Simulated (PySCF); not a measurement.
**SVWN5/STO-3G run of BHCl2 (SMILES [H]B(Cl)Cl)**

What is the vertical singlet–triplet gap of BHCl2 at SVWN5/STO-3G? Input form: a Python script.

The calculation is run with PySCF 2.14.0.

23 further runs of the same task are left out: 10 that didn't finish, 13 set aside as unsound or not needed.

### 1 Starting point

The species is BHCl2 (4 atoms), meant as a singlet with charge 0. SMILES: `[H]B(Cl)Cl`. The coordinates come from a GFN2-xTB relaxation.

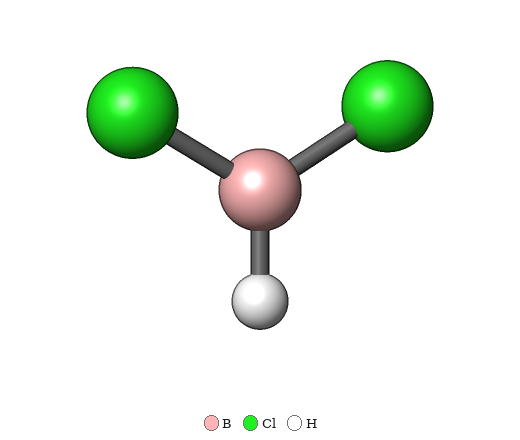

Viewed from a chosen angle; boron pink, chlorine green, hydrogen white.

### 2 A single-point energy at SVWN5/STO-3G

Contents of input.py:

```python
from pyscf import gto, dft

molecule = gto.M(
    atom=[
    ('B', (-0.067270, -0.112350, 0.001160)),
    ('Cl', (1.633390, -0.145760, 0.012580)),
    ('Cl', (-0.893540, 1.375320, -0.017490)),
    ('H', (-0.672580, -1.117210, 0.003750)),
],
    basis='sto-3g',
    verbose=3,
    spin=0,
    max_memory=1860,
)

ks = dft.RKS(molecule, xc='svwn')
ks.conv_tol = 1e-10
ks.grids.level = 5
ks.kernel()
if not ks.converged:
    ks = ks.newton().run(ks.mo_coeff, ks.mo_occ)

etot = ks.e_tot
print('Final energy', etot)
```

Command:

```console
$ OMP_NUM_THREADS=1 python input.py
```

Output:

```text
converged SCF energy = -932.241421772882
Final energy -932.2414217728818
```

Run time: 2 s. Hardware: 1 thread of Arm Neoverse V1, shared host; peak memory 0.14 GiB.

### 3 The triplet, same level

Contents of input.py:

```python
from pyscf import gto, dft

mol = gto.Mole()
mol.atom = '''
B     -0.127122    -0.212311     0.002192
Cl     3.086660    -0.275446     0.023773
Cl    -1.688546     2.598978    -0.033051
H     -1.270992    -2.111221     0.007086
'''
mol.unit = 'bohr'
mol.spin = 2
mol.max_memory = 1860
mol.verbose = 4
mol.basis = 'sto-3g'
mol.charge = 0
mol.build()

mf = dft.UKS(mol, xc='svwn')
mf.grids.level = 5
mf.conv_tol = 1e-10
mf.kernel()
if not mf.converged:
    mf = mf.newton().run(mf.mo_coeff, mf.mo_occ)

etot = mf.e_tot
print('Final energy', etot)
```

Command:

```console
$ OMP_NUM_THREADS=1 python input.py
```

Output:

```text
PySCF version 2.14.0

[INPUT] num. atoms = 4
[INPUT] num. electrons = 40
[INPUT] charge = 0
[INPUT] spin (= nelec alpha-beta = 2S) = 2
[INPUT] symmetry False subgroup None
[INPUT] Mole.unit = bohr
[INPUT] Symbol           X                Y                Z      unit          X                Y                Z       unit  Magmom
[INPUT]  1 B     -0.067270065407  -0.112350142828   0.001159956446 AA   -0.127122000000  -0.212311000000   0.002192000000 Bohr   0.0
[INPUT]  2 Cl     1.633390129858  -0.145759746039   0.012580129835 AA    3.086660000000  -0.275446000000   0.023773000000 Bohr   0.0
[INPUT]  3 Cl    -0.893540062790   1.375319929282  -0.017489835998 AA   -1.688546000000   2.598978000000  -0.033051000000 Bohr   0.0
[INPUT]  4 H     -0.672580001662  -1.117210040416   0.003749749717 AA   -1.270992000000  -2.111221000000   0.007086000000 Bohr   0.0

nuclear repulsion = 114.16784937892
number of shells = 14
number of NR pGTOs = 72
number of NR cGTOs = 24
basis = sto-3g
ecp = {}

******** <class 'pyscf.dft.uks.UKS'> ********
method = UKS
initial guess = minao
damping factor = 0
level_shift factor = 0
DIIS = <class 'pyscf.scf.diis.CDIIS'>
diis_start_cycle = 1
diis_space = 8
diis_damp = 0
SCF conv_tol = 1e-10
SCF conv_tol_grad = None
SCF max_cycles = 50
direct_scf = True
direct_scf_tol = 1e-13
number electrons alpha = 21  beta = 19
XC library pyscf.dft.libxc version 7.0.0
    S. Lehtola, C. Steigemann, M. J.T. Oliveira, and M. A.L. Marques.,  SoftwareX 7, 1–5 (2018)
XC functionals = svwn
    P. A. M. Dirac.,  Math. Proc. Cambridge Philos. Soc. 26, 376 (1930)
    F. Bloch.,  Z. Phys. 57, 545 (1929)
    S. H. Vosko, L. Wilk, and M. Nusair.,  Can. J. Phys. 58, 1200 (1980)
radial grids:
    Treutler-Ahlrichs [JCP 102, 346 (1995); DOI:10.1063/1.469408] (M4) radial grids

becke partition: Becke, JCP 88, 2547 (1988); DOI:10.1063/1.454033
pruning grids: <function nwchem_prune>
grids dens level: 5
symmetrized grids: False
atomic radii adjust function: <function treutler_atomic_radii_adjust>
small_rho_cutoff = 0
Set gradient conv threshold to 1e-05
tot grids = 152800
init E= -931.945316069853
[... the frontier-level lines of each cycle are left out ...]


cycle= 1 E= -932.017099373002  delta_E= -0.0718  |g|= 0.0844  |ddm|= 2.17


cycle= 2 E= -931.975728199989  delta_E= 0.0414  |g|= 0.155  |ddm|= 1.61


cycle= 3 E= -932.023169562515  delta_E= -0.0474  |g|= 0.0426  |ddm|=  1.6


cycle= 4 E= -932.003244849067  delta_E= 0.0199  |g|= 0.102  |ddm|= 0.656


cycle= 5 E= -932.011628967192  delta_E= -0.00838  |g|= 0.0818  |ddm|=    1


cycle= 6 E= -932.025454448422  delta_E= -0.0138  |g|= 0.0121  |ddm|= 0.417


cycle= 7 E= -932.02550392843  delta_E= -4.95e-05  |g|= 0.0103  |ddm|= 0.0241


cycle= 8 E= -932.025563687297  delta_E= -5.98e-05  |g|= 0.00874  |ddm|= 0.00945


cycle= 9 E= -932.025619499022  delta_E= -5.58e-05  |g|= 0.00699  |ddm|= 0.00997


cycle= 10 E= -932.025714235538  delta_E= -9.47e-05  |g|= 0.00129  |ddm|= 0.0313


cycle= 11 E= -932.025717500748  delta_E= -3.27e-06  |g|= 6.34e-05  |ddm|= 0.00725


cycle= 12 E= -932.025717508281  delta_E= -7.53e-09  |g|= 1.89e-05  |ddm|= 0.000465


cycle= 13 E= -932.025717509008  delta_E= -7.27e-10  |g|= 6.69e-07  |ddm|= 0.000104


cycle= 14 E= -932.025717509009  delta_E= -1.14e-12  |g|= 3.18e-07  |ddm|= 6.07e-06


Extra cycle  E= -932.025717508929  delta_E= 8.07e-11  |g|= 6.31e-06  |ddm|= 3.66e-05
converged SCF energy = -932.025717508929  <S^2> = 2.0009943  2S+1 = 3.0006628
Final energy -932.0257175089286
```

It took 3.9 s on 1 thread of Arm Neoverse V1, shared host; peak memory 0.15 GiB.

### 4 Summary of results

Level: SVWN5/STO-3G.

| quantity | value |
| --- | --- |
| singlet: total energy | -932.24142 Eh |
| singlet: dipole moment | 0.62 D |
| singlet: HOMO energy | -6.30 eV |
| singlet: LUMO energy | -0.74 eV |
| singlet: HOMO–LUMO gap | 5.55 eV |
| triplet: total energy | -932.02572 Eh |
| triplet: dipole moment | 0.56 D |
| triplet: HOMO energy (highest over α and β) | 0.01 eV |
| triplet: ⟨S²⟩ | 2.001 |
| vertical energy of the triplet above the singlet | 5.870 eV |

**Reading.** At this shape the triplet lies 5.87 eV (566 kJ/mol) above the singlet. In a minimal basis such a difference can be off by several eV, whatever the method. Mulliken charges (singlet) run from -0.10 on Cl3 to +0.16 on B1; they depend strongly on the basis. Mulliken charges (triplet) run from -0.06 on B1 to +0.11 on H4; they depend strongly on the basis.
